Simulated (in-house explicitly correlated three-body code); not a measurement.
Two electrons around a point charge Z = 2.32. Computed variationally in 260 exponentially correlated functions with an in-house code, non-relativistic, converged to about 10⁻⁷ hartree. Wanted, and plotted below: the bound S and P states that converged, by term and principal number n, on a logarithmic scale of binding.

The ground state is bound by 38.0 eV. The n = 2 states drawn run, from the deepest, 2 ³S (7.81 eV), 2 ¹S (6.68 eV), 2 ³P (6.30 eV), 2 ¹P (5.86 eV). Exchange puts 2 ³S below 2 ¹S by 1.14 eV and 2 ³P below 2 ¹P by 0.447 eV. Quantum defects n − (Z − 1)/√(2 E(binding)): 2 ³S 0.258, 2 ¹S 0.115, 2 ³P 0.061, 2 ¹P −0.012.

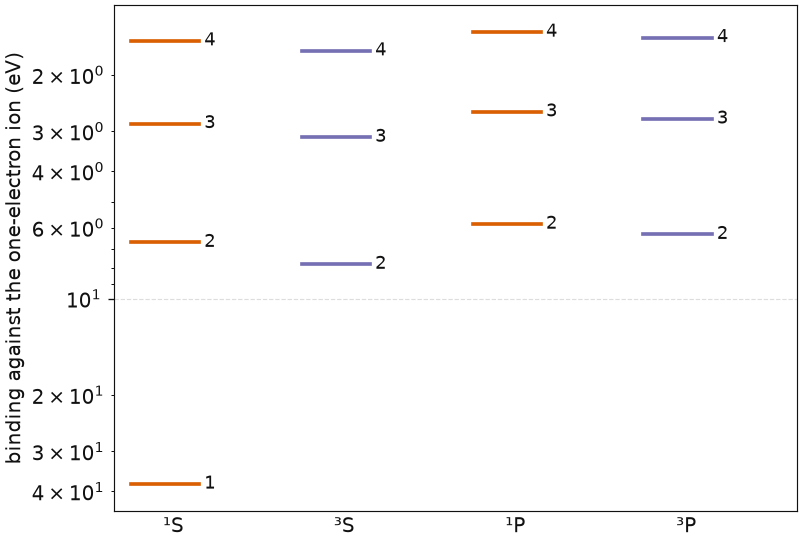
